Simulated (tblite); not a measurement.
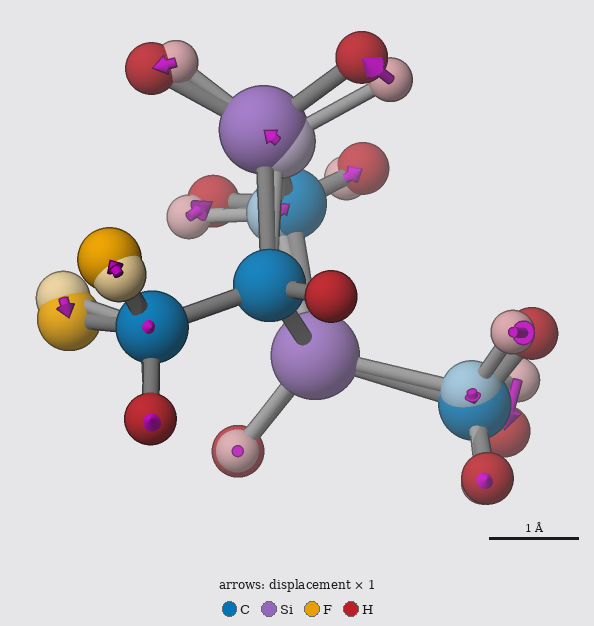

A relaxation of C4H10F2Si2. The starting structure is drawn faded, the final one solid; purple arrows show the displacements, at their true length. The two geometries are superimposed by the best rigid fit.

A ball-and-stick model, seen at a tilt.

Theory: tblite, GFN2-xTB geometry optimisation, gas phase. 

### What happened in the run?

The atom that moves furthest after the best rigid fit is an H atom (0.62 Å). Largest moves by element: H 0.62 Å, F 0.25 Å, Si 0.21 Å, C 0.19 Å. Among the contacts that change: C–Si 1.840 → 1.933 Å, C–Si 1.875 → 1.932 Å, C–Si 1.854 → 1.896 Å, C–F 1.393 → 1.367 Å. Among the angles between lasting bonds that change: H–C–H 115.3° → 106.6°, C–C–H 107.1° → 114.7°, F–C–H 112.7° → 106.7°. Groups turn about C–Si by about 25°. The energy falls by 59.2 kJ/mol in 96 geometry steps.
